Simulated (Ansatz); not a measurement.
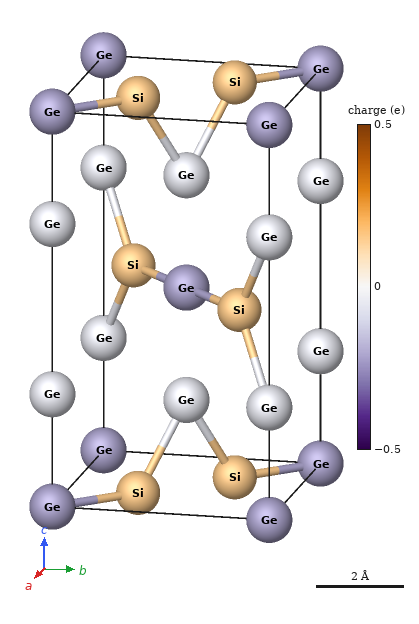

Structure drawing (ball-and-stick), viewed slightly off an axis. Atoms at the boundary of the simulation cell (the box) are drawn once for each face, edge or corner they touch. The atoms of this Si2Ge3 cell are coloured by their Bader charge.

Theory: Ansatz, DFT PBE, scalar-relativistic, plane waves, PAW. Numerical settings: a cutoff energy of 420 eV, an 8×8×4 k-point grid, Gaussian smearing of 0.1 eV, no spin polarisation.

Question: Interpret the colouring.

Answer: Most positive: Si; most negative: Ge. Charges: about Si +0.1 e; Ge -0.2 to 0.0 e. Little charge moves, as in a metallic or covalent solid.

Origin of the cell: a random cell made by a generator, so it need not be a real form of the compound. Earlier steps of the study may have refined or changed the cell and positions. It was the input of a calculation with Ansatz.
